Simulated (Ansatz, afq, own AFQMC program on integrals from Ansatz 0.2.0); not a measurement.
# SiGeH₂ (singlet): AFQMC on the coupled-cluster ladder at distance Si1–H3 = 5.072 Å, cc-pVDZ, part 2 of 2

Ansatz 0.2.0, Gaussian basis, and an in-house AFQMC program (afq) on its integrals; all values are calculated; cc-pVDZ, frozen cores.

**12. UHF**

in.yaml

```yaml
crystal:
  periodic: [false, false, false]
  atoms:
    - {symbol: Si, position_ang: [0.000000, 0.083556, 1.490981]}
    - {symbol: Ge, position_ang: [0.000000, 0.002537, -0.674125]}
    - {symbol: H, position_ang: [0.000000, -1.213939, 6.394214]}
    - {symbol: H, position_ang: [0.000000, -1.297152, 0.643387]}
basis:
  gaussian: {orbitals: cc-pVDZ}
magnetization: {spin_polarized: true, initial_magnetization: 0}
hamiltonian: {xc: hf}
output: {orbitals: {seedname: orbitals}}
```

Command:

```bash
ansatz run in.yaml --threads 1 --pin off --events-out ev --progress --plain --max-ram 1382MiB
```

Log, cut to the lines that bear on the results:

```text
Functional definition: HF
  name "HF"
  cite "Fock, Z. Phys. 61, 126 (1930) doi:10.1007/BF01340294"
  parent pbe
[...]
600 factors; integrals over basis functions are off by at most 1.3e-3 eV
[...]
mean field -64362.08302501 eV, -2365.2629249824 hartree, gradient 1.9e-6 eV, S^2 1.008192; 9 other end points of the search recorded, 0 dependent functions left out
reference -64362.08302501 eV, -2365.2629249824 hartree; 24, 24 occupied and 31, 31 virtual orbitals, 600 factors
Total energy: -64362.08302501 eV, -2365.2629249824 hartree
```

It took 7.5 s on 1 thread of Arm Neoverse V1, shared host.

From the report: ⟨S²⟩ of the determinant 1.008 (pure singlet: 0.00). The determinant is far from a pure spin state, so its energy mixes those of several spin states (harmless only where they are near-degenerate, as at dissociation).

**13. CCSD(T) on UHF**

in.yaml: that of step 12 with these lines changed.

```diff
@@ -10,3 +10,2 @@
 magnetization: {spin_polarized: true, initial_magnetization: 0}
-hamiltonian: {xc: hf}
-output: {orbitals: {seedname: orbitals}}
+correlation: {method: ccsd_t, electrons: outside_noble_gas, hamiltonian_folder: ham}
```

The command is unchanged.

Log, cut to the lines that bear on the results:

```text
Functional definition: HF
  name "HF"
  cite "Fock, Z. Phys. 61, 126 (1930) doi:10.1007/BF01340294"
  parent pbe
[...]
600 factors; integrals over basis functions are off by at most 1.3e-3 eV
[...]
mean field -64362.08302501 eV, -2365.2629249824 hartree, gradient 6.7e-10 eV, S^2 1.008192; 29 other end points of the search recorded, 0 dependent functions left out
determinant -64362.08302501 eV, -2365.2629249824 hartree, with singles and doubles -64366.96346545 eV, -2365.4422778603 hartree
determinant -64361.93324393 eV, -2365.2574206290 hartree, with singles and doubles -64367.02924591 eV, -2365.4446952476 hartree
determinant -64361.93021247 eV, -2365.2573092251 hartree, with singles and doubles -64367.02880131 eV, -2365.4446789091 hartree
determinant -64361.87068808 eV, -2365.2551217443 hartree, with singles and doubles -64367.05149615 eV, -2365.4455129290 hartree
[...]
determinant -64361.93324393 eV, -2365.2574206290 hartree, with singles and doubles -64367.03679350 eV, -2365.4449726167 hartree
determinant -64361.93021247 eV, -2365.2573092251 hartree, with singles and doubles -64367.03678695 eV, -2365.4449723758 hartree
determinant -64361.87068808 eV, -2365.2551217443 hartree, with singles and doubles -64367.05148076 eV, -2365.4455123633 hartree
[...]
19 core orbitals not correlated: weight in the atoms' cores, before any rotation towards them, 1.000 or more for the frozen orbitals, at most 0.001 for the correlated occupied ones
reference -64361.87068812 eV, -2365.2551217457 hartree; 5, 5 occupied and 31, 31 virtual orbitals, 600 factors
second order -4.37678816 eV of doubles, -0.00000000 eV of singles
cycle   1  -5.18079142 eV  change    1.3e-6 eV  update   5.2e-5
[...]
cycle   3  -5.18079370 eV  change   -9.7e-8 eV  update   1.1e-5
perturbative correction -0.28383160 eV, -0.0104306188 hartree
Total energy: -64367.33531342 eV, -2365.4559430213 hartree
```

Run time: 36 s. Hardware: 1 thread of Arm Neoverse V1, shared host.

From the report: ⟨S²⟩ of the determinant 1.047 (pure singlet: 0.00); correlation -5.4646 eV; T1 0.026; largest double amplitude 0.14. The determinant is far from a pure spin state, so its energy mixes those of several spin states (harmless only where they are near-degenerate, as at dissociation).

This run also writes the integrals to the folder ham.

**14. CCSDT(Q) on UHF**

in.yaml: that of step 13 with these lines changed.

```diff
@@ -10,2 +10,2 @@
 magnetization: {spin_polarized: true, initial_magnetization: 0}
-correlation: {method: ccsd_t, electrons: outside_noble_gas, hamiltonian_folder: ham}
+correlation: {method: ccsdt_q, electrons: outside_noble_gas}
```

Launched as before.

Log, cut to the lines that bear on the results:

```text
Functional definition: HF
  name "HF"
  cite "Fock, Z. Phys. 61, 126 (1930) doi:10.1007/BF01340294"
  parent pbe
[...]
1056 factors; integrals over basis functions are off by at most 2.3e-7 eV
[...]
mean field -64362.08311372 eV, -2365.2629282424 hartree, gradient 1.7e-9 eV, S^2 1.008193; 29 other end points of the search recorded, 0 dependent functions left out
determinant -64362.08311372 eV, -2365.2629282424 hartree, with singles and doubles -64366.96356115 eV, -2365.4422813775 hartree
determinant -64361.93333722 eV, -2365.2574240574 hartree, with singles and doubles -64367.02934136 eV, -2365.4446987554 hartree
determinant -64361.93030414 eV, -2365.2573125940 hartree, with singles and doubles -64367.02889691 eV, -2365.4446824223 hartree
determinant -64361.87077860 eV, -2365.2551250705 hartree, with singles and doubles -64367.05158954 eV, -2365.4455163609 hartree
[...]
determinant -64361.93333722 eV, -2365.2574240574 hartree, with singles and doubles -64367.03688782 eV, -2365.4449760827 hartree
determinant -64361.93030414 eV, -2365.2573125940 hartree, with singles and doubles -64367.03688088 eV, -2365.4449758276 hartree
determinant -64361.87077860 eV, -2365.2551250705 hartree, with singles and doubles -64367.05157408 eV, -2365.4455157928 hartree
19 core orbitals not correlated: weight in the atoms' cores, before any rotation towards them, 1.000 or more for the frozen orbitals, at most 0.001 for the correlated occupied ones
reference -64361.87077863 eV, -2365.2551250718 hartree; 5, 5 occupied and 31, 31 virtual orbitals, 1056 factors
second order -4.37681368 eV of doubles, -0.00000000 eV of singles
cycle   1  -4.86404065 eV  change   -4.9e-1 eV  update   1.1e-1
[...]
cycle  28  -5.50243794 eV  change   -1.5e-7 eV  update   9.2e-7
perturbative correction -0.02497858 eV, -0.0009179460 hartree
Total energy: -64367.39819516 eV, -2365.4582538826 hartree
```

Run time: 70 s. Hardware: 1 thread of Arm Neoverse V1, shared host; peak memory 0.31 GiB.

From the report: ⟨S²⟩ of the determinant 1.047 (pure singlet: 0.00); correlation -5.5274 eV; T1 0.028; largest double amplitude 0.16. The determinant is far from a pure spin state, so its energy mixes those of several spin states (harmless only where they are near-degenerate, as at dissociation).

**15. Phaseless AFQMC, CISD trial on UHF**

It reads the integrals that the CCSD(T) run on this determinant wrote.

Command:

```bash
afq ham --method phaseless --trial cisd --walkers 60 --populations 1 --least-time 40 --time-step 0.005 --steps-per-block 50 --equilibration-blocks 40 --max-blocks 300 --target-error 0.00076 --factor-cut 1e-05 --start spin_pure --seed 6331 --release-times 0.24,0.51,0.99,1.62,2.4 --release-step 0.03 --release-every 4 --taylor-order 6
```

Log:

```text
orbitals 36  electrons 5 5  factors 261 of 600
reference energy -2365.25512175 Eh
CCSD correlation -0.19039057 Eh in 16 cycles, weight of the determinant in the CISD state 0.8426
energy of the start -2365.443556 Eh
 block  time / (1/Eh)  mean weight  energy / Eh
     1     0.250  0.9990  -2365.441886
     2     0.500  0.9988  -2365.442898
     3     0.750  1.0003  -2365.444527
     4     1.000  0.9962  -2365.446606
     5     1.250  1.0013  -2365.449694
     6     1.500  1.0008  -2365.455413
     7     1.750  0.9996  -2365.457681
     8     2.000  1.0008  -2365.456547
     9     2.250  0.9999  -2365.456504
    10     2.500  1.0002  -2365.455741
    11     2.750  0.9999  -2365.455345
    16     4.000  0.9998  -2365.459888
    21     5.250  1.0003  -2365.465038
    26     6.500  1.0023  -2365.460943
    31     7.750  0.9993  -2365.458020
    36     9.000  0.9992  -2365.460736
    41    10.250  1.0025  -2365.457707
    46    11.500  1.0017  -2365.454194
    51    12.750  0.9996  -2365.450386
    56    14.000  1.0006  -2365.455272
    61    15.250  1.0006  -2365.461275
    66    16.500  0.9997  -2365.452645
    71    17.750  1.0005  -2365.461703
    76    19.000  1.0002  -2365.452441
    81    20.250  1.0004  -2365.457284
    86    21.500  1.0005  -2365.453739
    91    22.750  1.0002  -2365.456846
    96    24.000  1.0006  -2365.451867
   101    25.250  1.0002  -2365.453084
   106    26.500  1.0003  -2365.457800
   111    27.750  1.0009  -2365.450417
   116    29.000  0.9988  -2365.456840
   121    30.250  0.9991  -2365.459231
   126    31.500  0.9993  -2365.457822
   131    32.750  0.9995  -2365.453374
   136    34.000  0.9999  -2365.450465
   141    35.250  1.0011  -2365.453632
   146    36.500  0.9999  -2365.455772
   151    37.750  0.9997  -2365.470854
   156    39.000  1.0012  -2365.457954
   161    40.250  0.9992  -2365.456624
   166    41.500  1.0026  -2365.454885
   171    42.750  0.9989  -2365.448722
   176    44.000  1.0018  -2365.453563
   181    45.250  0.9994  -2365.450060
   186    46.500  0.9998  -2365.453162
   191    47.750  0.9984  -2365.452588
   196    49.000  0.9989  -2365.456982
blocks merged  error / Eh  count
     1  0.000350  160
     2  0.000466  80
     4  0.000594  40
     8  0.000686  20
    16  0.000614  10
released: time / (1/Eh)  energy / Eh  error  mean overlap
  0.24  -2365.455801  0.000725  0.9967
  0.51  -2365.455958  0.000585  1.0044
  0.99  -2365.456442  0.000705  1.0142
  1.62  -2365.456317  0.000568  1.0240
  2.40  -2365.457417  0.000614  1.0093
energy -2365.454880 +/- 0.000686 Eh
```

It took 3.7 min on 1 thread of Arm Neoverse V1, shared host.

Energy -64367.3064 ± 0.0187 eV. Caveats: constraint bias not in the error.

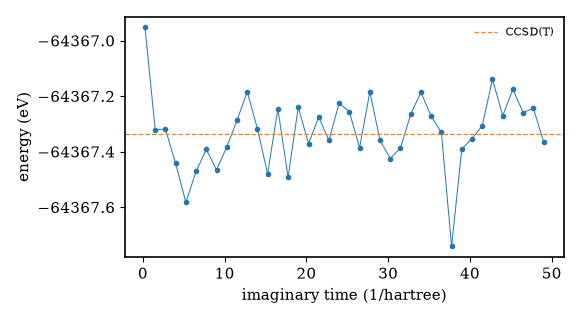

Block energies along the walk.

**16. Phaseless AFQMC, single-determinant trial on UHF**

It reads the integrals that the CCSD(T) run on this determinant wrote.

Command:

```bash
afq ham --method phaseless --trial hf --walkers 120 --populations 1 --least-time 40 --time-step 0.005 --steps-per-block 20 --equilibration-blocks 160 --max-blocks 600 --target-error 0.00228 --factor-cut 1e-05 --start spin_pure --seed 8709 --taylor-order 6
```

Log:

```text
orbitals 36  electrons 5 5  factors 261 of 600
reference energy -2365.25512175 Eh
CCSD correlation -0.19039057 Eh in 16 cycles, weight of the determinant in the CISD state 0.8426
energy of the start -2365.255971 Eh
 block  time / (1/Eh)  mean weight  energy / Eh
     1     0.100  0.9985  -2365.281976
     2     0.200  1.0016  -2365.304363
     3     0.300  0.9988  -2365.320577
     4     0.400  1.0015  -2365.340173
     5     0.500  0.9999  -2365.353930
     6     0.600  1.0004  -2365.366172
     7     0.700  1.0001  -2365.377559
     8     0.800  1.0008  -2365.385261
     9     0.900  0.9999  -2365.392878
    10     1.000  1.0013  -2365.394716
    15     1.500  0.9994  -2365.412920
    29     2.900  0.9993  -2365.431875
    43     4.300  1.0003  -2365.463700
    57     5.700  0.9987  -2365.453431
    71     7.100  0.9990  -2365.474329
    85     8.500  1.0003  -2365.457722
    99     9.900  0.9994  -2365.459770
   113    11.300  0.9995  -2365.429043
   127    12.700  0.9997  -2365.460107
   141    14.100  1.0007  -2365.446444
   155    15.500  0.9999  -2365.467778
   169    16.900  0.9999  -2365.474069
   183    18.300  1.0005  -2365.493845
   197    19.700  1.0017  -2365.444349
   211    21.100  0.9995  -2365.447577
   225    22.500  1.0013  -2365.444760
   239    23.900  1.0005  -2365.422489
   253    25.300  1.0015  -2365.473195
   267    26.700  0.9987  -2365.462703
   281    28.100  0.9987  -2365.440880
   295    29.500  0.9990  -2365.471645
   309    30.900  0.9990  -2365.455539
   323    32.300  0.9990  -2365.446338
   337    33.700  0.9995  -2365.441392
   351    35.100  1.0016  -2365.460602
   365    36.500  1.0000  -2365.447560
   379    37.900  0.9995  -2365.460714
   393    39.300  1.0012  -2365.444889
   407    40.700  0.9994  -2365.436881
   421    42.100  1.0001  -2365.451829
   435    43.500  1.0004  -2365.437509
   449    44.900  1.0004  -2365.476021
   463    46.300  1.0001  -2365.457829
   477    47.700  0.9984  -2365.433900
   491    49.100  0.9995  -2365.460986
   505    50.500  0.9996  -2365.454245
   519    51.900  0.9989  -2365.461814
   533    53.300  0.9996  -2365.466037
   547    54.700  0.9998  -2365.426114
blocks merged  error / Eh  count
     1  0.000779  400
     2  0.001023  200
     4  0.001356  100
     8  0.001729  50
    16  0.001949  25
    32  0.001769  12
energy -2365.453225 +/- 0.001949 Eh
```

Wall time 3.1 min (1 thread of Arm Neoverse V1, shared host).

Energy -64367.2614 ± 0.0530 eV. Caveats: constraint bias not in the error.

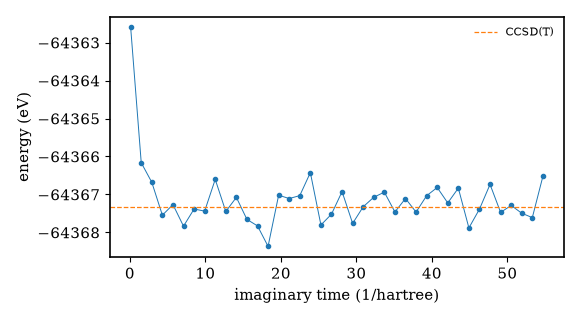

Block energies along the walk.

**17. AFQMC on the ladder**

On the RHF determinant, counted from CCSDT(Q) (a yardstick, not exact):

```csv
level,energy (eV),from CCSDT(Q) (kJ/mol),statistical error (kJ/mol),time
HF,-64357.3693,+957.6,,
MP2,-64365.8090,+143.3,,
CCSD,-64366.4030,+86.0,,
CCSD(T),-64367.8430,-53.0,,
CCSDT(Q),-64367.2939,0.0,,
"Phaseless AFQMC, single-determinant trial, step 0.005, 120 walkers",-64364.7156,+248.8,7.1,2.3 min
```

On the UHF determinant, counted from CCSDT(Q) (a yardstick, not exact):

```csv
level,energy (eV),from CCSDT(Q) (kJ/mol),statistical error (kJ/mol),time
HF,-64361.8707,+533.3,,
MP2,-64366.2475,+111.0,,
CCSD,-64367.0515,+33.5,,
CCSD(T),-64367.3353,+6.1,,
CCSDT(Q),-64367.3982,0.0,,
"Phaseless AFQMC, CISD trial, step 0.005, 60 walkers",-64367.3064,+8.9,1.8,3.7 min
"Phaseless AFQMC, single-determinant trial, step 0.005, 120 walkers",-64367.2614,+13.2,5.1,3.1 min
```

The functionals' totals stand on their own zeros and serve differences with other points: PBE -64409.853 eV; r2SCAN -64421.239 eV; PBE0 -64411.902 eV; B3LYP -64424.155 eV; wB97M-V -64418.410 eV; B2PLYP -64407.357 eV.

**18. Outcome**

The summary covers parts 1 to 2.

| quantity | value |
| --- | --- |
| CCSD(T) on RHF from CCSDT(Q) | -53.0 kJ/mol |
| Phaseless AFQMC, single-determinant trial on RHF from CCSDT(Q) | +248.8 ± 7.1 kJ/mol |
| CCSD(T) on UHF from CCSDT(Q) | +6.1 kJ/mol |
| Phaseless AFQMC, CISD trial on UHF from CCSDT(Q) | +8.9 ± 1.8 kJ/mol |
| Phaseless AFQMC, single-determinant trial on UHF from CCSDT(Q) | +13.2 ± 5.1 kJ/mol |

On UHF the phaseless walk with the CISD trial lies +8.9 kJ/mol from CCSDT(Q), 5 times its error bar. Error bars are statistical and leave out the constraint, the time step and what remains of the start.
